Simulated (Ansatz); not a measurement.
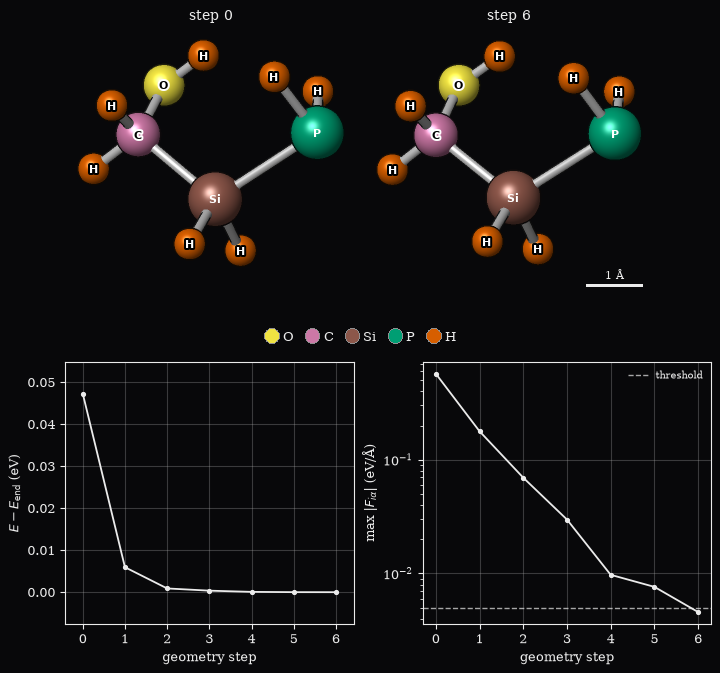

First and last geometry of a relaxation of CH7OPSi, with the history of the run. Style: ball-and-stick. Shown at a tilt.

The start comes from PBE-D4/def2-SVP.

All numbers below come from Ansatz 0.2.0, RKS PBE0-D4/def2-TZVP.

Input file:
```yaml
crystal:
  periodic: [false, false, false]
  atoms:
    - {symbol: O, position_ang: [-1.611455, 0.733479, -0.528960]}
    - {symbol: C, position_ang: [-0.554771, 1.092158, 0.351730]}
    - {symbol: Si, position_ang: [0.469673, -0.431249, 0.910381]}
    - {symbol: P, position_ang: [1.160406, -1.651154, -0.894406]}
    - {symbol: H, position_ang: [-1.202612, 0.316569, -1.311105]}
    - {symbol: H, position_ang: [0.131416, 1.867611, -0.075686]}
    - {symbol: H, position_ang: [-1.021454, 1.558206, 1.247075]}
    - {symbol: H, position_ang: [1.689110, -0.018187, 1.693643]}
    - {symbol: H, position_ang: [-0.368297, -1.362330, 1.743695]}
    - {symbol: H, position_ang: [-0.167620, -1.677894, -1.461738]}
    - {symbol: H, position_ang: [1.541003, -0.484108, -1.653930]}
basis:
  gaussian: {orbitals: def2-TZVP}
hamiltonian: {xc: pbe0, dispersion: d4}
relax: {f_tol: 0.005, max_steps: 150}
```

Command:
```bash
ansatz run in.yaml --threads 4 --pin off --events-out ev --progress --plain --max-ram 10444MiB
```

Did the run converge, and what did it change?

It converged. H10 moves most after the best rigid fit: 0.077 Å. Largest moves by element: H 0.077 Å, O 0.054 Å, Si 0.031 Å, P 0.021 Å, C 0.014 Å. Among the contacts that change: Si3–P4 2.285 → 2.259 Å, C2–Si3 1.919 → 1.895 Å, P4–H10 1.444 → 1.423 Å, C2–H6 1.120 → 1.100 Å. Over 6 geometry steps the energy falls by 0.047 eV. The largest force component goes from 0.57 to 0.0046 eV/Å.
